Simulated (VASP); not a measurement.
Band structure of SiRh₂ (relaxed from the Co2Si structure, space group Pnma). Level of theory: PBEsol GGA, VASP's PBE PAW potentials (set 64) (plane waves; VASP).

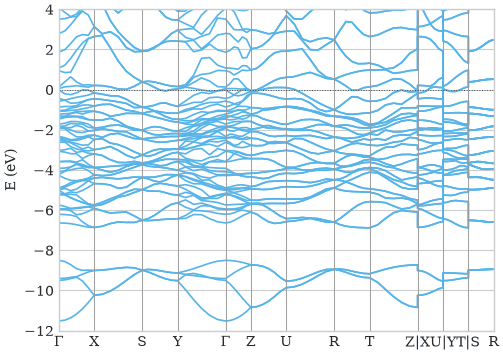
Figure: Bands along high-symmetry lines, zero at the valence-band maximum or, without a gap, the Fermi level

Question: Read the plot: is there a gap, and where are the band edges?

Answer: It has no gap at this level: it comes out as a metal or semimetal. (Edges off the drawn lines would not show.)

The structure was generated: SiRh2 was put into the Co2Si type (Pnma), which need not be its known phase. It was relaxed first.
